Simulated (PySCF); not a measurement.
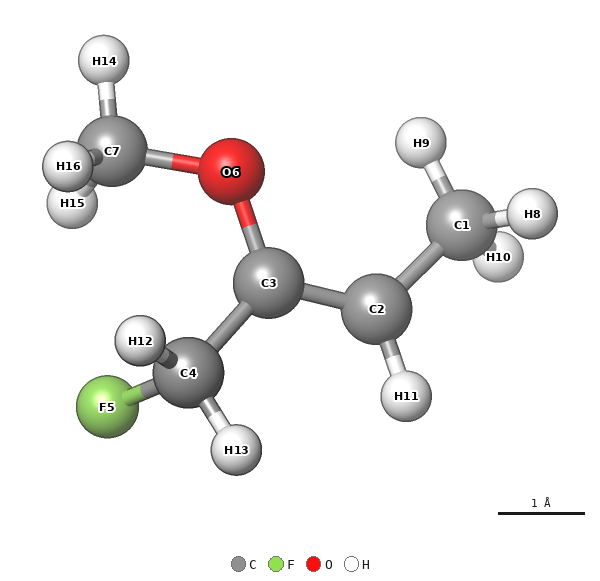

Figure 1. The input geometry of the first run (ball-and-stick view, seen at a tilt; atoms are numbered from 1 in the order of the input).

**Two runs on C$_{5}$H$_{9}$FO**

System: C$_{5}$H$_{9}$FO.
Method of the first run: GIAO mPW1PW91/pcSseg-1 NMR shielding, non-relativistic, gas phase (PySCF 2.14.0).

The geometry comes from this level: GFN2-xTB. Text and figures count atoms from 1; the logs count them from 0 in places.

## The input, the first run
```
{"job": {"kind": "nmr", "xc": "mPW1PW91", "basis": "pcSseg-1", "pop": false, "scf": {"conv": 1e-06}}, "charge": 0, "multiplicity": 1}
C      2.386823    -0.444742     0.117834
C      1.027046    -0.995620    -0.151458
C     -0.108341    -0.318809     0.023414
C     -1.444874    -0.955439    -0.252251
F     -2.006423    -0.485327    -1.425414
O     -0.065035     0.961042     0.515222
C     -1.162742     1.812848     0.271854
H      2.855356    -0.982444     0.941856
H      2.321637     0.607476     0.375970
H      3.021061    -0.564093    -0.759658
H      0.976681    -2.018331    -0.492047
H     -2.169597    -0.743853     0.541402
H     -1.331225    -2.034966    -0.376512
H     -0.836998     2.803494     0.586183
H     -1.429686     1.840293    -0.787537
H     -2.041281     1.527416     0.859732
```

The first line tells a small driver script what to run in PySCF; the rest is the geometry in Å.

Command:
```bash
OMP_NUM_THREADS=1 python <driver script> task.json out
```

Hardware: 1 CPU thread, shared host.

## Output (the first run)
```
final grid: 127200 points
cycle   1  E = -370.7582685277  dE =  8.134e-01  |g| = 6.979e-01  |ddm| = 3.405e+00
cycle   2  E = -370.6757437412  dE =  8.252e-02  |g| = 9.990e-01  |ddm| = 1.262e+00
cycle   3  E = -370.8447956219  dE = -1.691e-01  |g| = 8.514e-02  |ddm| = 8.035e-01
cycle   4  E = -370.8460781017  dE = -1.282e-03  |g| = 3.360e-02  |ddm| = 8.426e-02
cycle   5  E = -370.8463082081  dE = -2.301e-04  |g| = 1.140e-02  |ddm| = 3.369e-02
cycle   6  E = -370.8463322521  dE = -2.404e-05  |g| = 4.776e-03  |ddm| = 1.264e-02
cycle   7  E = -370.8463375767  dE = -5.325e-06  |g| = 6.191e-04  |ddm| = 4.495e-03
cycle   8  E = -370.8463376548  dE = -7.810e-08  |g| = 1.897e-04  |ddm| = 5.199e-04
converged SCF energy = -370.8463376548

GIAO shielding tensors (ppm)
atom      isotropic    diamagn.    paramagn.     s11        s22        s33       span
  0 C      172.658     246.808     -74.150    155.229    178.897    183.846     28.616
  1 C       67.942     257.557    -189.616    -28.630     86.547    145.908    174.538
  2 C       27.512     256.070    -228.558    -71.264     53.026    100.774    172.038
  3 C      101.429     242.868    -141.440     71.690     84.451    148.145     76.455
  4 F      399.978     474.068     -74.090    365.256    381.144    453.532     88.276
  5 O      243.882     399.795    -155.913    130.070    287.526    314.050    183.980
  6 C      128.808     244.835    -116.027    102.348    104.029    180.048     77.700
  7 H       30.309      28.298       2.011     25.980     27.667     37.280     11.299
  8 H       29.215      30.848      -1.633     24.062     30.695     32.889      8.827
  9 H       30.286      28.489       1.797     25.976     27.796     37.086     11.110
 10 H       26.728      33.533      -6.805     23.999     26.020     30.165      6.166
 11 H       26.390      29.417      -3.027     24.011     26.043     29.117      5.106
 12 H       26.916      29.591      -2.675     22.642     27.378     30.728      8.086
 13 H       27.749      28.803      -1.054     23.648     26.054     33.545      9.897
 14 H       27.841      29.711      -1.871     24.226     26.601     32.695      8.469
 15 H       27.746      29.532      -1.786     24.252     25.754     33.230      8.978
```

For the second run the input was changed thus:
```diff
-"xc": "mPW1PW91"
+"xc": "PBE0"
-"pop": false
-"scf": {"conv": 1e-06}
```

Predict how the results change.

The total energies belong to different methods, so their difference says nothing on which is more stable or more accurate. Of all shieldings, the largest change is that of C1, by +1.1 ppm. The functional changes from mPW1PW91 to PBE0. The SCF takes 14 iterations against 8.

## Output (the second run)
```
coarse grid: 13184 points
cycle   1  E = -370.3770237645  dE =  8.089e-01  |g| = 6.749e-01  |ddm| = 3.405e+00
cycle   2  E = -370.3022748755  dE =  7.475e-02  |g| = 9.585e-01  |ddm| = 1.224e+00
cycle   3  E = -370.4591191083  dE = -1.568e-01  |g| = 8.352e-02  |ddm| = 7.707e-01
cycle   4  E = -370.4603725599  dE = -1.253e-03  |g| = 3.162e-02  |ddm| = 8.137e-02
cycle   5  E = -370.4605824585  dE = -2.099e-04  |g| = 9.381e-03  |ddm| = 3.098e-02
cycle   6  E = -370.4605964613  dE = -1.400e-05  |g| = 4.714e-03  |ddm| = 1.076e-02
cycle   7  E = -370.4606015552  dE = -5.094e-06  |g| = 6.390e-04  |ddm| = 4.402e-03
final grid: 127200 points
cycle   8  E = -370.5204291620  dE = -4.433e-05  |g| = 1.126e-02  |ddm| = 3.379e-02
cycle   9  E = -370.5204077525  dE =  2.141e-05  |g| = 1.592e-02  |ddm| = 1.805e-02
cycle  10  E = -370.5204542283  dE = -4.648e-05  |g| = 1.915e-03  |ddm| = 1.113e-02
cycle  11  E = -370.5204549998  dE = -7.715e-07  |g| = 2.986e-04  |ddm| = 1.871e-03
cycle  12  E = -370.5204550112  dE = -1.135e-08  |g| = 1.995e-04  |ddm| = 3.830e-04
cycle  13  E = -370.5204550202  dE = -9.080e-09  |g| = 2.403e-05  |ddm| = 1.584e-04
cycle  14  E = -370.5204550204  dE = -1.296e-10  |g| = 7.876e-06  |ddm| = 2.417e-05
converged SCF energy = -370.5204550204

GIAO shielding tensors (ppm)
atom      isotropic    diamagn.    paramagn.     s11        s22        s33       span
  0 C      173.727     246.954     -73.227    156.169    179.981    185.032     28.863
  1 C       68.963     257.460    -188.497    -27.222     87.517    146.593    173.815
  2 C       28.395     255.884    -227.489    -69.980     53.618    101.549    171.529
  3 C      102.246     242.885    -140.639     72.474     85.157    149.107     76.633
  4 F      400.019     473.894     -73.875    365.119    380.780    454.159     89.040
  5 O      244.518     399.491    -154.974    129.673    288.520    315.360    185.688
  6 C      129.742     244.911    -115.169    103.086    104.864    181.276     78.190
  7 H       30.263      28.274       1.988     25.900     27.601     37.287     11.387
  8 H       29.171      30.809      -1.638     23.987     30.641     32.886      8.899
  9 H       30.239      28.464       1.776     25.897     27.731     37.089     11.193
 10 H       26.665      33.464      -6.799     23.912     25.983     30.100      6.189
 11 H       26.322      29.373      -3.051     23.943     25.970     29.054      5.111
 12 H       26.860      29.547      -2.687     22.569     27.316     30.696      8.127
 13 H       27.683      28.769      -1.086     23.574     25.983     33.492      9.919
 14 H       27.789      29.660      -1.871     24.170     26.530     32.665      8.495
 15 H       27.681      29.485      -1.804     24.175     25.678     33.192      9.017
```

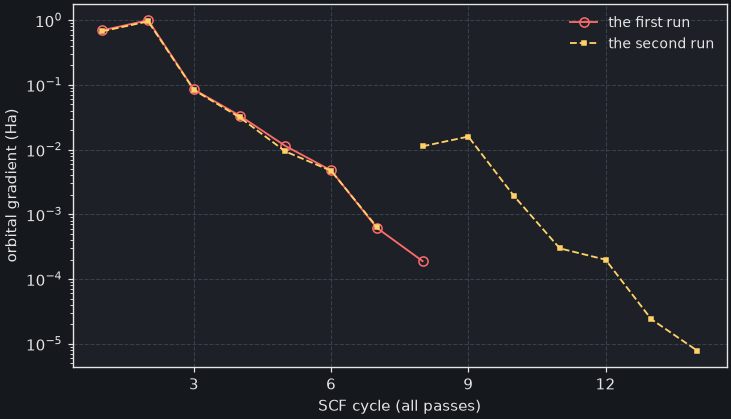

Figure 2. Convergence of the two runs: orbital gradient against the SCF cycle. A break in a curve parts two SCF passes (coarse and final grid). The first run takes 8 cycles in all, and the second run takes 14.

## The two runs side by side

| quantity | the first run | the second run |
| --- | --- | --- |
| outcome | converged | converged |
| total energy (hartree) | −370.846338 | −370.520455 |
| HOMO (eV) | −6.49 | −6.45 |
| LUMO (eV) | 0.38 | 0.40 |
| dipole moment (D) | 1.05 | 1.04 |
| shielding of C1 (ppm) | 172.7 | 173.7 |
| shielding of C2 (ppm) | 67.9 | 69.0 |
| shielding of C3 (ppm) | 27.5 | 28.4 |
| shielding of C4 (ppm) | 101.4 | 102.2 |
| shielding of O6 (ppm) | 243.9 | 244.5 |
| shielding of C7 (ppm) | 128.8 | 129.7 |
| shielding of H12 (ppm) | 26.4 | 26.3 |
| SCF iterations | 8 | 14 |
| basis functions | 164 | 164 |
| wall time (shared host) | 43 s | 52 s |
